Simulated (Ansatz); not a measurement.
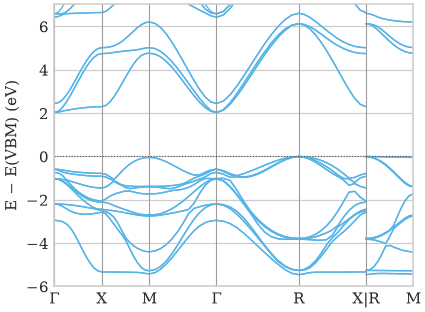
Figure: Band structure from plane-wave PAW PBE with spin–orbit coupling (Ansatz code)

Read off the gap and where the band edges lie.

About 2.0 eV (2.03 eV by a search for the band edges); maximum at R, minimum at Γ.

The material is KTaO₃ (cubic perovskite, Pm-3m).

The cell was relaxed with PBE under the symmetry of its start. The run is not spin-polarised.

Potentials: the earlier of the program's two PAW sets.
